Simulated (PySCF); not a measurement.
# Si2H5 (SMILES [SiH2][SiH3]) at 3 levels

Wanted: a comparison of 3 runs (UB2PLYP/STO-3G, UB3LYP/STO-3G, UCCSDT/STO-3G) of Si2H5. 

The calculation is run with PySCF 2.14.0.

2 further runs of the same task are left out: 2 set aside as unsound or not needed.

## Step 1: The system as given

Si2H5 has 7 atoms, charge 0, and is taken as a doublet. As SMILES, `[SiH2][SiH3]`. The Si1–H4 distance was set to 1.786 Å, away from the relaxed value.

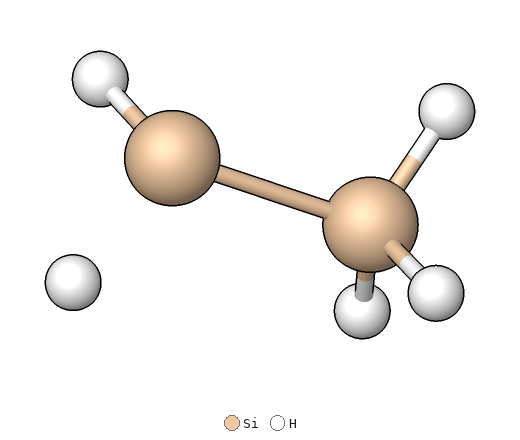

The structure, seen from a chosen angle (silicon light orange, hydrogen white).

## Step 2: A single-point energy at UB2PLYP/STO-3G (run 1)

job.py

```python
from pyscf import gto, dft, mp

mol = gto.M(
    atom='''
Si     0.119478    -2.472735    -0.159096
Si     1.191898     1.779905     0.084868
H      0.510651    -3.914029     2.224604
H     -2.973673    -3.070049    -1.371185
H      0.912407     2.939441    -2.458704
H     -0.421362     3.204569     1.900139
H      3.869639     2.002136     0.905387
''',
    spin=1,
    basis='sto-3g',
    charge=0,
    max_memory=1860,
    unit='bohr',
    verbose=4,
)

ks = dft.UKS(mol)
ks.xc = '0.53*HF + 0.47*B88, 0.73*LYP'
ks.grids.level = 5
ks.conv_tol = 1e-10
ks.kernel()
if not ks.converged:
    ks = ks.newton().run(ks.mo_coeff, ks.mo_occ)

pt = mp.MP2(ks, frozen=10).run()
energy = ks.e_tot + 0.27 * pt.e_corr
print('PT2 part  %.8f' % (0.27 * pt.e_corr))
print('E = %.10f Eh' % energy)
```

Started as:

```
$ OMP_NUM_THREADS=1 python job.py
```

Log:

```text
PySCF version 2.14.0

[... 58 lines left out ...]
WARN: HOMO -0.086317519314341 >= LUMO -0.0863175193143392
[... 50 lines left out ...]
converged SCF energy = -574.835541823538  <S^2> = 0.75120168  2S+1 = 2.0012013
[... 1 line left out ...]
******** <class 'pyscf.mp.ump2.UMP2'> ********
nocc = (np.int64(7), np.int64(6)), nmo = (13, 13)
frozen orbitals 10
E(UMP2) = -574.936545384167  E_corr = -0.10100356062863
E(SCS-UMP2) = -574.953567062827  E_corr = -0.118025239289135
E_corr(same-spin) = -0.00366811553679281
E_corr(oppo-spin) = -0.0973354450918369
PT2 part  -0.02727096
E = -574.8628127849 Eh
```

Wall time 7.2 s (1 thread of Arm Neoverse V1, shared host); peak memory 0.23 GiB.

## Step 3: A single-point energy at UB3LYP/STO-3G (run 2)

mol.xyz

```xyz
7
H5Si2
Si     0.063225    -1.308515    -0.084190
Si     0.630725     0.941885     0.044910
H      0.270225    -2.071215     1.177210
H     -1.573600    -1.624600    -0.725600
H      0.482825     1.555485    -1.301090
H     -0.222975     1.695785     1.005510
H      2.047725     1.059485     0.479110
```

input.py

```python
from pyscf import gto, dft

mol = gto.Mole()
mol.atom = 'mol.xyz'
mol.charge = 0
mol.spin = 1
mol.verbose = 3
mol.basis = 'sto-3g'
mol.max_memory = 1860
mol.build()

mf = dft.UKS(mol, xc='b3lyp')
mf.grids.level = 5
mf.conv_tol = 1e-10
mf.kernel()
if not mf.converged:
    mf = mf.newton().run(mf.mo_coeff, mf.mo_occ)

e_tot = mf.e_tot
print('E(%s) = %.9f' % ('B3LYP', e_tot))
```

Started as:

```
$ OMP_NUM_THREADS=1 python input.py
```

Log:

```text
converged SCF energy = -575.18120622069  <S^2> = 0.75075521  2S+1 = 2.0007551
E(B3LYP) = -575.181206221
```

It took 7.5 s on 1 thread of Arm Neoverse V1, shared host; peak memory 0.23 GiB.

## Step 4: A single-point energy at UCCSDT/STO-3G (run 3)

job.py

```python
from pyscf import gto, cc

system = gto.M(
    atom='''
Si     0.119478    -2.472735    -0.159096
Si     1.191898     1.779905     0.084868
H      0.510651    -3.914029     2.224604
H     -2.973673    -3.070049    -1.371185
H      0.912407     2.939441    -2.458704
H     -0.421362     3.204569     1.900139
H      3.869639     2.002136     0.905387
''',
    unit='bohr',
    charge=0,
    basis='sto-3g',
    verbose=3,
    spin=1,
    max_memory=1860,
)

hf = system.UHF()
hf.conv_tol = 1e-10
hf.kernel()
if not hf.converged:
    hf = hf.newton().run(hf.mo_coeff, hf.mo_occ)

mycc = cc.CCSDT(hf, frozen=10)
mycc.kernel()
e_tot = mycc.e_tot
print(f'total energy: {e_tot:.8f} hartree')
```

Started as:

```
$ OMP_NUM_THREADS=1 python job.py
```

Log:

```text
converged SCF energy = -574.01461868802  <S^2> = 0.75556895  2S+1 = 2.0055612
_make_eris_incore_UCCSDT

WARN: A large `blksize_v_aaa` is being used, which may cause large memory consumption
      for storing contraction intermediates. If memory is sufficient, consider using
      `pyscf.cc.uccsdt_highm.UCCSDT` instead.

WARN: A large `blksize_v_aab` is being used, which may cause large memory consumption
      for storing contraction intermediates. If memory is sufficient, consider using
      `pyscf.cc.uccsdt_highm.UCCSDT` instead.

UCCSDT converged
E(UCCSDT) = -574.1348025898151   E_corr = -0.1201839017953589
E_corr(same-spin) = -0.00238122114971145
E_corr(oppo-spin) = -0.117802680645647
total energy: -574.13480259 hartree
```

Wall time 2.6 s (1 thread of Arm Neoverse V1, shared host); peak memory 0.12 GiB.

## Step 5: Overview of the runs

```
run           level  frozen core orbitals  integration grid  energy (Eh)  dipole moment (D) of the reference  HOMO energy (eV)  LUMO energy (eV)  wall time
  1  UB2PLYP/STO-3G                    10                 5  -574.862813                                0.50             -4.04              3.12      7.2 s
  2   UB3LYP/STO-3G                     –                 5  -575.181206                                0.45             -2.69              1.04      7.5 s
  3   UCCSDT/STO-3G                    10                 –  -574.134803                                0.61             -6.02              6.33      2.6 s
```

## Step 6: Summary of results

| quantity | value |
| --- | --- |
| run 3: total energy | -574.13480 Eh |
| run 3: dipole moment (Hartree–Fock density) | 0.61 D |
| run 3: HOMO energy (Hartree–Fock orbitals) (highest over α and β) | -6.02 eV |
| run 3: LUMO energy (Hartree–Fock orbitals) (lowest over α and β) | 6.33 eV |
| run 3: correlation energy (10 core orbitals frozen) | -120.2 mEh |
| run 3: ⟨S²⟩ of the reference determinant | 0.756 |
| run 3: T1 diagnostic | 0.006 |

In words: Totals of different functionals can't be ranked against each other. In runs 1, 2, 3 the basis is minimal, so the values are rough. All runs together took 17 s, the longest 7.5 s.
